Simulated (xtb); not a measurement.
## Geometry relaxation of C2H6GeS (part 1 of 2)

The run: geometry relaxation of C2H6GeS, SMILES C=[C](S)[GeH3]. Method and program: GFN2-xTB, GBSA solvent chcl3 (xtb 6.7.1).

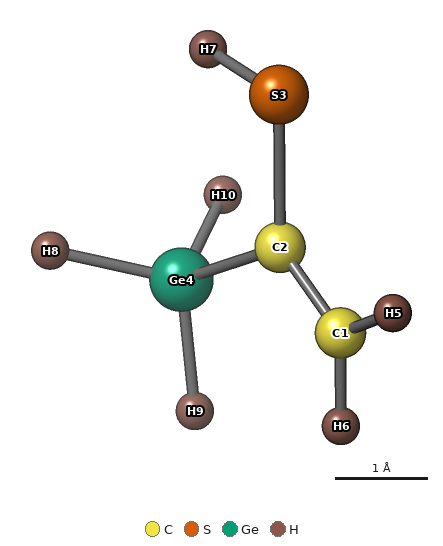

**Figure 1.** The structure as given in the input (ball-and-stick view, seen at an oblique angle; atoms are numbered from 1 in the order of the input). Sticks mark near contacts. Bond lengths as drawn: C–C 1.30 Å, C–Ge 1.96 Å, C–H 1.07 to 1.08 Å, C–S 1.76 Å, Ge–H 1.49 to 1.53 Å and H–S 1.33 Å.

**Input (coord)**
```
$coord
     -1.542810202667      2.286831282729     -1.656702106472  c
      0.094624256238      0.551442870153     -1.036565801963  c
      2.539196647768     -0.361614211756     -3.100817582828  s
     -0.041772395985     -1.274416180639      2.186216594675  ge
     -1.444283661981      3.239961896837     -3.451652796769  h
     -3.048950269886      2.838427220698     -0.435315420343  h
      3.591286549844     -2.078080796646     -1.592026229857  h
     -0.442358429609     -4.022951019314      1.716910670529  h
     -2.117054508240     -0.240004666458      3.825062678996  h
      2.498720603904     -1.021387521730      3.541743600035  h
$end
```

Machine: 1 thread of Arm Neoverse V1, 24 GiB of memory available, shared host.

Command:
```bash
xtb coord --gbsa chcl3 --json --gfn 2 --bhess normal | tee coord.out
```

**Output**
```
* xtb version 6.7.1
   ID    Z sym.   atoms
    1    6 c      1, 2
    2   16 s      3
    3   32 ge     4
    4    1 h      5-10

           -------------------------------------------------
          |                Calculation Setup                |
           -------------------------------------------------

          program call               : xtb coord --gbsa chcl3 --json --gfn 2 --bhess normal
          coordinate file            : coord
          omp threads                :                     1

           -------------------------------------------------
          |                 G F N 2 - x T B                 |
           -------------------------------------------------

      * Hamiltonian:
        H0-scaling (s, p, d)           1.850000    2.230000    2.230000
        zeta-weighting                 0.500000
      * Dispersion:
        s8                             2.700000
        a1                             0.520000
        a2                             5.000000
        s9                             5.000000
      * Repulsion:
        kExp                           1.500000    1.000000
        rExp                           1.000000
      * Coulomb:
        alpha                          2.000000
        third order                    shell-resolved
        anisotropic                    true
        a3                             3.000000
        a5                             4.000000
        cn-shift                       1.200000
        cn-exp                         4.000000
        max-rad                        5.000000

      * Solvation model:               GBSA
        Solvent                        chcl3
        Parameter file                 internal GFN2-xTB/GBSA
        Dielectric constant                4.8100E+00
        Reference state                gsolv [1 M gas/solution]
        Free energy shift                  4.1068E-03 Eh       2.5771E+00 kcal/mol
        Temperature                        2.9815E+02 K
        Density                            1.4900E+00 kg/L
        Solvent mass                       1.1938E+02 g/mol
        Interaction kernel             Still
        Born radius scaling (c1)           1.3539E+00
        Born radii integrator          GBOBC
        Born offset                        1.4626E-02 a0       2.7639E-02 AA
        H-bond correction              false
        Ion screening                  false
        Surface tension                    1.0000E-05 Eh       1.5569E+01 dyn/cm
        Grid points                               230 per atom

          ...................................................
          :                      SETUP                      :
          :.................................................:
          :  # basis functions                  34          :
          :  # atomic orbitals                  32          :
          :  # shells                           16          :
          :  # electrons                        24          :
          :  max. iterations                   250          :
          :  Hamiltonian                  GFN2-xTB          :
          :  restarted?                      false          :
          :  GBSA solvation                   true          :
          :  PC potential                    false          :
          :  electronic temp.          300.0000000     K    :
          :  accuracy                    1.0000000          :
          :  -> integral cutoff          0.2500000E+02      :
          :  -> integral neglect         0.1000000E-07      :
          :  -> SCF convergence          0.1000000E-05 Eh   :
          :  -> wf. convergence          0.1000000E-03 e    :
          :  Broyden damping             0.4000000          :
          :  net charge                          0          :
          :  unpaired electrons                  0          :
          ...................................................

 iter      E             dE          RMSdq      gap      omega  full diag
   1    -12.5609540 -0.125610E+02  0.435E+00    4.51       0.0  T
   2    -12.5819394 -0.209854E-01  0.545E+00    4.03       1.0  T
   3    -12.6025697 -0.206303E-01  0.398E+00    4.07       1.0  T
   4    -12.6001056  0.246410E-02  0.192E+00    4.09       1.0  T
   5    -12.6080581 -0.795252E-02  0.438E-01    4.09       1.0  T
   6    -12.6082471 -0.188979E-03  0.150E-01    4.09       1.0  T
   7    -12.6083762 -0.129145E-03  0.405E-02    4.10       1.0  T
   8    -12.6083769 -0.669855E-06  0.910E-03    4.10       3.5  T
   9    -12.6083770 -0.906220E-07  0.484E-03    4.10       6.5  T
  10    -12.6083770 -0.152185E-07  0.168E-03    4.10      18.8  T
  11    -12.6083770 -0.219540E-10  0.625E-04    4.10      50.6  T
  12    -12.6083770 -0.102080E-08  0.101E-04    4.10     313.4  T

   *** convergence criteria satisfied after 12 iterations ***

         #    Occupation            Energy/Eh            Energy/eV
      -------------------------------------------------------------
         1        2.0000           -0.7221316             -19.6502
       ...           ...                  ...                  ...
         6        2.0000           -0.4913689             -13.3708
         7        2.0000           -0.4721600             -12.8481
         8        2.0000           -0.4626582             -12.5896
         9        2.0000           -0.4470628             -12.1652
        10        2.0000           -0.4382819             -11.9263
        11        2.0000           -0.4172781             -11.3547
        12        2.0000           -0.3769558             -10.2575 (HOMO)
        13                         -0.2263990              -6.1606 (LUMO)
        14                         -0.2086726              -5.6783
        15                         -0.1462224              -3.9789
        16                         -0.1225100              -3.3337
        17                         -0.1173229              -3.1925
       ...                                ...                  ...
        32                          1.2117790              32.9742
      -------------------------------------------------------------
                  HL-Gap            0.1505569 Eh            4.0969 eV
             Fermi-level           -0.3016774 Eh           -8.2091 eV

 SCC (total)                   0 d,  0 h,  0 min,  0.005 sec
 SCC setup                      ...        0 min,  0.000 sec (  4.048%)
 Dispersion                     ...        0 min,  0.000 sec (  0.775%)
 classical contributions        ...        0 min,  0.000 sec (  0.149%)
 integral evaluation            ...        0 min,  0.001 sec ( 13.656%)
 iterations                     ...        0 min,  0.003 sec ( 55.667%)
 molecular gradient             ...        0 min,  0.001 sec ( 24.418%)
 printout                       ...        0 min,  0.000 sec (  1.056%)

         :::::::::::::::::::::::::::::::::::::::::::::::::::::
         ::                     SUMMARY                     ::
         :::::::::::::::::::::::::::::::::::::::::::::::::::::
         :: total energy             -12.466058677463 Eh    ::
         :: w/o Gsasa/hb/shift       -12.458334232609 Eh    ::
         :: gradient norm              0.041931722540 Eh/a0 ::
         :: HOMO-LUMO gap              4.096861494476 eV    ::
         ::.................................................::
         :: SCC energy               -12.608369423315 Eh    ::
         :: -> isotropic ES            0.004121690091 Eh    ::
         :: -> anisotropic ES          0.001072875166 Eh    ::
         :: -> anisotropic XC          0.006985161881 Eh    ::
         :: -> dispersion             -0.006463604007 Eh    ::
         :: -> Gsolv                  -0.009485486039 Eh    ::
         ::    -> Gelec               -0.001761041186 Eh    ::
         ::    -> Gsasa               -0.011831239628 Eh    ::
         ::    -> Ghb                  0.000000000000 Eh    ::
         ::    -> Gshift               0.004106794775 Eh    ::
         :: repulsion energy           0.142310745851 Eh    ::
         :: add. restraining           0.000000000000 Eh    ::
         :: total charge               0.000000000000 e     ::
         :::::::::::::::::::::::::::::::::::::::::::::::::::::

metadynamics with 1 initial structures loaded
           -------------------------------------------------
          |           Optimal kpush determination           |
           -------------------------------------------------
      -----------------------------------------------------------
     |                   =====================                   |
     |                        A N C O P T                        |
     |                   =====================                   |
     |               Approximate Normal Coordinate               |
     |                Rational Function Optimizer                |
      -----------------------------------------------------------
target rmsd / Å         0.100000
unbiased initial rmsd   0.020311

iter. min.        max.        rmsd       kpush
final kpush: -0.000000
           -------------------------------------------------
          |            Biased Numerical Hessian             |
           -------------------------------------------------
kpush                :  -0.00000
alpha                :   1.00000
step length          :   0.00500
SCC accuracy         :   0.30000
Hessian scale factor :   1.00000
frozen atoms in %    :   0.00000    0
RMS gradient         :   0.00085
estimated CPU  time      0.00 min

writing file <hessian>, containing the non-mass-weighted Hessian matrix in atomic units (Eₕ/Bohr²).

writing file <hessian_sph>.

 projected vibrational frequencies (cm⁻¹)
eigval :       -0.00    -0.00     0.00     0.00     0.00     0.00
eigval :       93.96   151.82   175.70   278.24   308.73   467.85
eigval :      533.03   545.23   670.82   743.08   752.30   816.07
eigval :      852.64   865.13   885.18  1072.89  1380.82  1629.41
eigval :     1988.43  2057.10  2085.18  2386.17  3073.40  3098.52
           -------------------------------------------------
          |                Property Printout                |
           -------------------------------------------------

    * Orbital Energies and Occupations

         #    Occupation            Energy/Eh            Energy/eV
      -------------------------------------------------------------
         1        2.0000           -0.7208798             -19.6161
         2        2.0000           -0.6434784             -17.5099
         3        2.0000           -0.6146205             -16.7247
         4        2.0000           -0.5443331             -14.8121
         5        2.0000           -0.5125628             -13.9475
         6        2.0000           -0.4913535             -13.3704
         7        2.0000           -0.4691487             -12.7662
         8        2.0000           -0.4613789             -12.5548
         9        2.0000           -0.4481703             -12.1953
        10        2.0000           -0.4370893             -11.8938
        11        2.0000           -0.4194882             -11.4149
        12        2.0000           -0.3758553             -10.2275 (HOMO)
        13                         -0.2311014              -6.2886 (LUMO)
        14                         -0.2100683              -5.7162
        15                         -0.1472261              -4.0062
        16                         -0.1201912              -3.2706
        17                         -0.1162579              -3.1635
        18                         -0.0887992              -2.4163
        19                         -0.0213624              -0.5813
        20                         -0.0077730              -0.2115
        21                          0.0041067               0.1117
        22                          0.0177963               0.4843
        23                          0.0460916               1.2542
       ...                                ...                  ...
        32                          1.2172856              33.1240
      -------------------------------------------------------------
                  HL-Gap            0.1447539 Eh            3.9390 eV
             Fermi-level           -0.3034783 Eh           -8.2581 eV

     #   Z          covCN         q      C6AA      α(0)
     1   6          2.919    -0.093    30.348     9.034
     2   6          2.843     0.000    28.017     8.675
     3  16          2.042    -0.276   152.953    20.815
     4  32          3.812     0.098   169.712    23.380
     5   1          0.926     0.035     2.511     2.478
     6   1          0.926     0.050     2.322     2.383
     7   1          0.923     0.184     1.185     1.702
     8   1          0.939    -0.000     3.058     2.734
     9   1          0.940     0.003     2.998     2.707
    10   1          0.939    -0.001     3.072     2.740

 Mol. C6AA /au·bohr⁶  :       2075.313833
 Mol. C8AA /au·bohr⁸  :      91203.082249
 Mol. α(0) /au        :         76.648623

Wiberg/Mayer (AO) data.
largest (>0.10) Wiberg bond orders for each atom

 ---------------------------------------------------------------------------
     #   Z sym  total        # sym  WBO       # sym  WBO       # sym  WBO
 ---------------------------------------------------------------------------
     1   6      3.992 --     2      1.888     5      0.972     6      0.963
                             3      0.108
     2   6      3.939 --     1      1.888     3      1.057     4      0.869
     3  16      2.168 --     2      1.057     7      0.946     1      0.108
     4  32      3.538 --     2      0.869    10      0.861     8      0.861
                             9      0.859
     5   1      0.999 --     1      0.972
     6   1      0.998 --     1      0.963
     7   1      0.966 --     3      0.946
     8   1      1.000 --     4      0.861
     9   1      1.000 --     4      0.859
    10   1      1.000 --     4      0.861
 ---------------------------------------------------------------------------

Topologies differ in total number of bonds
Writing topology from bond orders to xtbtopo.mol
```
